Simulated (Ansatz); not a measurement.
# Run report: CH6O3Si, geometry relaxation (part 2 of 2)

Continued. System: CH6O3Si. Method: RKS B3LYP/6-31G (Ansatz 0.2.0). It belongs to a series of runs on one base structure; here: start relaxed.

Geometry of the input (Å):
```
Si 0.0000  0.0000  0.0000
C  0.0000  0.0000  1.8700
H  -0.9996  -0.3092  2.2405
H  0.7676  -0.7111  2.2405
H  0.2320  1.0203  2.2405
O  1.5842  0.0000  -0.5594
H  1.9006  -0.9521  -0.6761
O  -0.7913  1.3709  -0.5594
H  -1.7491  1.1401  -0.7818
O  -0.7913  -1.3709  -0.5594
H  -1.2459  -1.8365  0.2129
```

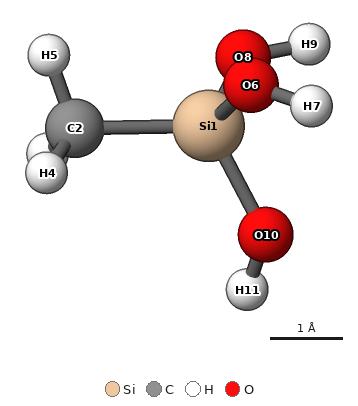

**Figure 1.** The geometry at step 6 of the log (ball-and-stick view, seen at a tilt; atoms are numbered from 1 in the order of the input).

## Trajectory as extended XYZ (Å, eV, eV/Å), 11 frames, from step=1 to step=11
```
11
Properties=species:S:1:pos:R:3:forces:R:3 step=1 energy=-15153.01389
Si    0.0000    0.0000    0.0000    0.7906   1.1457   1.2938
C     0.0000    0.0000    1.8700   -0.0256  -0.1588   0.5217
H    -0.9996   -0.3092    2.2405    0.4581   0.2352   0.1292
H     0.7676   -0.7111    2.2405   -0.4044   0.3753   0.0419
H     0.2320    1.0203    2.2405   -0.1195  -0.5803  -0.0845
O     1.5842    0.0000   -0.5594    1.2382  -1.7798  -0.6112
H     1.9006   -0.9521   -0.6761    0.1011   1.4749  -0.1536
O    -0.7913    1.3709   -0.5594   -2.1973   0.2220  -0.7518
H    -1.7491    1.1401   -0.7818    1.2198   0.8797  -0.0428
O    -0.7913   -1.3709   -0.5594   -1.4575  -1.9168   1.0982
H    -1.2459   -1.8365    0.2129    0.3965   0.1030  -1.4408
11
Properties=species:S:1:pos:R:3:forces:R:3 step=2 energy=-15153.35652
Si   -0.0077   -0.0009    0.0335    0.3202   0.5077   0.6342
C    -0.0066   -0.0069    1.9201   -0.0372   0.0399   0.3608
H    -0.9978   -0.2401    2.3468    0.2017   0.0888  -0.1817
H     0.7161   -0.7306    2.3249   -0.0983   0.0979  -0.1076
H     0.2786    0.9890    2.2843   -0.0030  -0.1140  -0.0302
O     1.5788    0.0079   -0.5860    0.4585  -1.0935  -0.2483
H     1.9288   -0.8962   -0.8047   -0.0127   0.9152  -0.0291
O    -0.8085    1.3759   -0.5691   -1.2925  -0.1778  -0.3865
H    -1.7224    1.1874   -0.9197    0.9007   0.5074   0.1092
O    -0.8051   -1.4016   -0.5363   -0.6438  -0.8747   0.6602
H    -1.2471   -1.9324    0.1744    0.2063   0.1029  -0.7810
11
Properties=species:S:1:pos:R:3:forces:R:3 step=3 energy=-15153.51729
Si   -0.0248   -0.0189    0.0890    0.1744   0.2151  -0.2762
C     0.0029    0.0140    1.9782   -0.0453   0.0289  -0.0882
H    -1.0054   -0.1657    2.3712    0.0710   0.0282   0.0371
H     0.6819   -0.7529    2.3655   -0.0380   0.0180   0.0140
H     0.3408    0.9894    2.3440   -0.0031  -0.0497  -0.0649
O     1.5594    0.0078   -0.5800   -0.1522  -0.4068   0.1551
H     1.9392   -0.8217   -0.9281   -0.0089   0.2588  -0.0573
O    -0.8356    1.3604   -0.5413   -0.4544  -0.3739   0.0820
H    -1.6648    1.2261   -1.0466    0.3911   0.1756   0.0408
O    -0.8171   -1.4477   -0.5037    0.1300   0.2340   0.2342
H    -1.2693   -2.0395    0.1200   -0.0645  -0.1281  -0.0767
11
Properties=species:S:1:pos:R:3:forces:R:3 step=4 energy=-15153.61254
Si   -0.0359   -0.0388    0.1156    0.0207   0.0668   0.2960
C    -0.0026    0.0136    2.0097    0.0179   0.1009  -0.2865
H    -1.0111   -0.1273    2.4120    0.0122   0.0316   0.0085
H     0.6545   -0.7653    2.4078   -0.0002   0.0084  -0.0184
H     0.3680    0.9857    2.3483    0.0008  -0.0220   0.0043
O     1.5512   -0.0093   -0.5199    0.0809  -0.4722  -0.1144
H     1.8921   -0.7222   -1.0951   -0.1090   0.3114   0.1179
O    -0.8777    1.3283   -0.4751   -0.4300  -0.1969  -0.1066
H    -1.5404    1.2487   -1.1898    0.3185   0.1075   0.1619
O    -0.8141   -1.4675   -0.4634    0.0388  -0.0032   0.0406
H    -1.2768   -2.0944    0.1182    0.0494   0.0678  -0.1033
11
Properties=species:S:1:pos:R:3:forces:R:3 step=5 energy=-15153.69134
Si   -0.0486   -0.0958    0.1561   -0.0239   0.2824   0.1550
C    -0.0056    0.0452    2.0241   -0.0019  -0.2055   0.1496
H    -1.0219    0.0047    2.4382    0.1301   0.0196  -0.0581
H     0.5906   -0.7667    2.4572   -0.0434   0.0793   0.0156
H     0.4434    0.9973    2.3256   -0.0146  -0.0371  -0.0950
O     1.5466   -0.0797   -0.4525    0.0316  -0.1724  -0.1194
H     1.8194   -0.5952   -1.2315   -0.0395   0.1173   0.0922
O    -0.9638    1.2520   -0.3663   -0.1300  -0.1125  -0.2182
H    -1.4037    1.2667   -1.2343    0.0751   0.1051   0.0650
O    -0.7819   -1.5127   -0.4875    0.0684  -0.0378   0.0406
H    -1.2674   -2.1643    0.0392   -0.0518  -0.0384  -0.0273
11
Properties=species:S:1:pos:R:3:forces:R:3 step=6 energy=-15153.70982
Si   -0.0705   -0.1024    0.2012    0.0293  -0.1855  -0.2890
C     0.0050    0.0451    2.0668   -0.0146   0.2804  -0.0776
H    -1.0011    0.0439    2.4905   -0.0501   0.0039   0.0700
H     0.5921   -0.7560    2.5187    0.0147  -0.0780  -0.0861
H     0.4791    0.9998    2.3196   -0.0347  -0.0295   0.0347
O     1.4962   -0.0851   -0.4598    0.2324   0.3417   0.0448
H     1.7199   -0.5602   -1.2739   -0.0019  -0.0698   0.0001
O    -1.0645    1.1746   -0.3705    0.0111  -0.0932   0.0719
H    -1.2878    1.3374   -1.3036    0.0994  -0.0583   0.1791
O    -0.6137   -1.6054   -0.4318   -0.2989  -0.1901   0.1245
H    -1.3476   -2.1401   -0.0889    0.0134   0.0785  -0.0726
11
Properties=species:S:1:pos:R:3:forces:R:3 step=7 energy=-15153.75124
Si   -0.0700   -0.1276    0.1847   -0.0585   0.0325   0.1125
C     0.0164    0.0597    2.0503   -0.0118   0.0158  -0.0197
H    -0.9892    0.1837    2.4649    0.0316  -0.0272  -0.0050
H     0.4948   -0.8076    2.5134   -0.0020  -0.0028  -0.0144
H     0.5988    0.9507    2.3032   -0.0080   0.0022  -0.0237
O     1.4632    0.0547   -0.5460   -0.0018  -0.0295  -0.0242
H     1.7985   -0.6028   -1.1778   -0.0145   0.0365   0.0083
O    -1.1747    1.0744   -0.3266    0.0428  -0.0086  -0.0128
H    -1.2825    1.3579   -1.2474    0.0038   0.0208  -0.0189
O    -0.5550   -1.6771   -0.3783    0.0724  -0.0327   0.0046
H    -1.3931   -2.1146   -0.1721   -0.0539  -0.0072  -0.0066
11
Properties=species:S:1:pos:R:3:forces:R:3 step=8 energy=-15153.75653
Si   -0.0780   -0.1390    0.1966    0.0045   0.0050   0.0121
C     0.0202    0.0624    2.0569   -0.0004  -0.0020  -0.0572
H    -0.9831    0.1296    2.4853   -0.0122  -0.0056   0.0276
H     0.5515   -0.7776    2.5110    0.0062  -0.0059   0.0055
H     0.5567    0.9848    2.2931    0.0049   0.0229   0.0151
O     1.4510    0.0482   -0.5407    0.0052   0.0054   0.0120
H     1.7844   -0.5975   -1.1838    0.0037  -0.0063  -0.0119
O    -1.1787    1.0544   -0.3403   -0.0036   0.0033   0.0047
H    -1.2320    1.3784   -1.2526    0.0028   0.0012  -0.0036
O    -0.5533   -1.7013   -0.3408    0.0049  -0.0120   0.0062
H    -1.4314   -2.0910   -0.2163   -0.0160  -0.0060  -0.0105
11
Properties=species:S:1:pos:R:3:forces:R:3 step=9 energy=-15153.75708
Si   -0.0823   -0.1465    0.2039    0.0242  -0.0121  -0.0453
C     0.0232    0.0654    2.0604    0.0101   0.0050   0.0554
H    -0.9769    0.0707    2.5073    0.0556   0.0035  -0.0163
H     0.6110   -0.7435    2.5073   -0.0370   0.0571  -0.0255
H     0.5078    1.0205    2.2897   -0.0301  -0.0537   0.0017
O     1.4480    0.0343   -0.5318    0.0699  -0.0610  -0.0709
H     1.7785   -0.6018   -1.1894   -0.0492   0.0666   0.0838
O    -1.1759    1.0458   -0.3503   -0.0244   0.0055   0.0030
H    -1.2000    1.3889   -1.2571    0.0031  -0.0124   0.0144
O    -0.5618   -1.7135   -0.3189   -0.1667  -0.0515   0.0149
H    -1.4645   -2.0688   -0.2529    0.1446   0.0530  -0.0154
11
Properties=species:S:1:pos:R:3:forces:R:3 step=10 energy=-15153.75518 accepted=F
Si   -0.0821   -0.1483    0.2038    0.0354  -0.0105  -0.0426
C     0.0239    0.0653    2.0599    0.0105   0.0081   0.0887
H    -0.9746    0.0492    2.5120    0.0784   0.0075  -0.0322
H     0.6303   -0.7322    2.5042   -0.0515   0.0716  -0.0346
H     0.4900    1.0305    2.2893   -0.0396  -0.0795  -0.0084
O     1.4514    0.0241   -0.5270   -0.1090   0.2052   0.2260
H     1.7735   -0.6007   -1.1865    0.1165  -0.2138  -0.2189
O    -1.1697    1.0485   -0.3528   -0.0190  -0.0366   0.0879
H    -1.1968    1.3857   -1.2597   -0.0013   0.0241  -0.0719
O    -0.5709   -1.7131   -0.3182    0.2800   0.1593  -0.0041
H    -1.4679   -2.0575   -0.2567   -0.3004  -0.1353   0.0101
11
Properties=species:S:1:pos:R:3:forces:R:3 step=11 energy=-15153.75795
Si   -0.0802   -0.1467    0.2030    0.0004  -0.0032  -0.0057
C     0.0249    0.0667    2.0601   -0.0050  -0.0027   0.0056
H    -0.9734    0.0681    2.5079    0.0146   0.0006  -0.0077
H     0.6156   -0.7379    2.5064   -0.0035   0.0098  -0.0010
H     0.5046    1.0226    2.2895   -0.0034  -0.0071   0.0033
O     1.4533    0.0302   -0.5278    0.0113  -0.0063  -0.0081
H     1.7807   -0.6064   -1.1836   -0.0073   0.0077   0.0103
O    -1.1771    1.0449   -0.3473   -0.0028   0.0032  -0.0003
H    -1.2086    1.3830   -1.2556   -0.0006  -0.0031   0.0024
O    -0.5657   -1.7105   -0.3225   -0.0166  -0.0027   0.0053
H    -1.4668   -2.0625   -0.2619    0.0129   0.0038  -0.0041
```

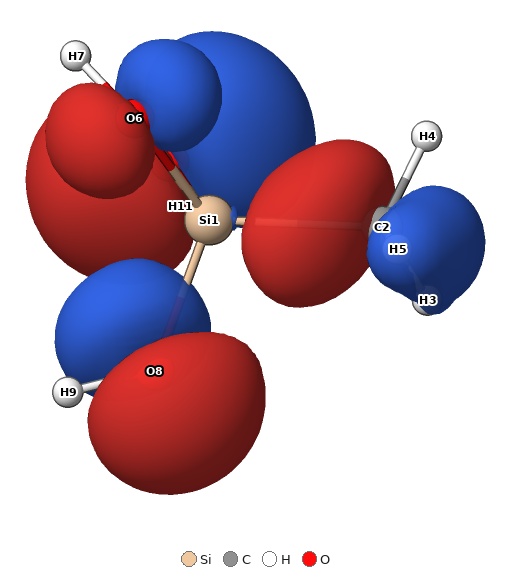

**Figure 2.** The HOMO−1 at ±0.08 Å⁻³ᐟ² (blue and red are the two phases), seen at a tilt. Its energy is −8.31 eV.

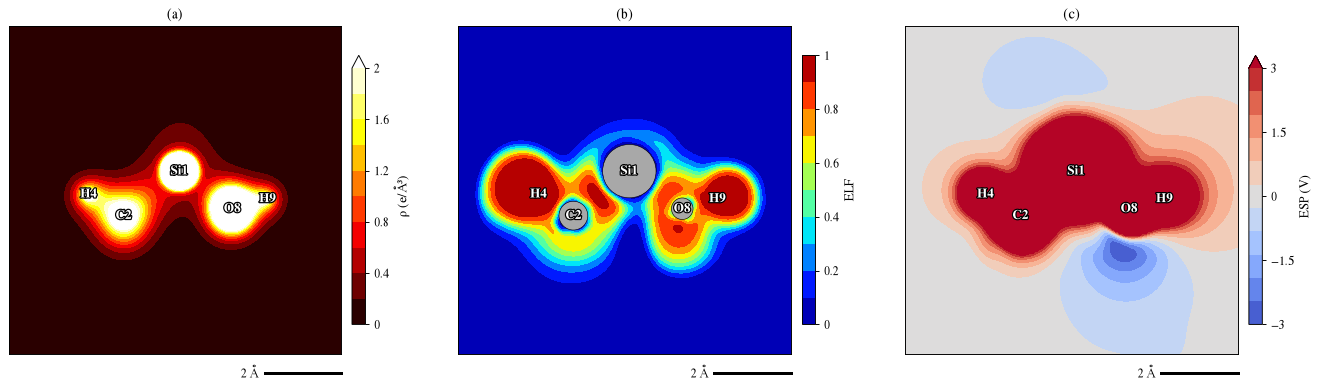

**Figure 3.** (a) electron density; (b) electron localisation function; (c) electrostatic potential on the plane of atoms Si1, C2 and H4. Grey discs, where drawn, cover atomic cores. Atoms in the plane: Si, C, H and O. Si–O (1.71 Å): ρ is about 0.85 e/Å³ halfway; the ELF peaks at about 0.85 between the atoms. C–Si (1.87 Å): ρ at the midpoint is about 0.86 e/Å³; the ELF peaks at about 0.95 between the atoms, which marks a covalent bond.
